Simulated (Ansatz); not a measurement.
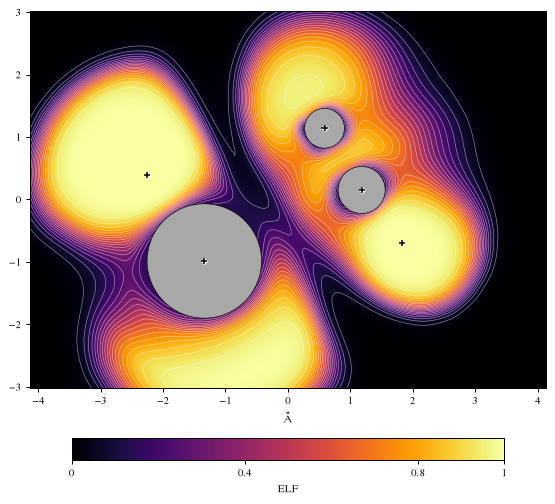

The electron localisation function on a plane through atoms (crosses mark nuclei in the plane; grey discs cover the cores).

Computed with RKS PBE0-D4/def2-TZVPP (Ansatz 0.2.0).

Candidates:
A. C$_{4}$H$_{11}$B (SMILES CCBCC)
B. FGeH$_{4}$NO (SMILES [NH2][GeH]([OH])[F])
C. CH$_{2}$GaN

Question: Which system is this?

Answer: Candidate C: CH$_{2}$GaN on the molecular plane, which holds C, N, Ga and H. C–N (1.15 Å): the ELF peaks at about 0.85 between the atoms; a short, multiple covalent bond. C–H (1.07 Å): the ELF climbs to about 1 towards the hydrogen, as it does in any bond to H (an ordinary covalent bond to hydrogen).
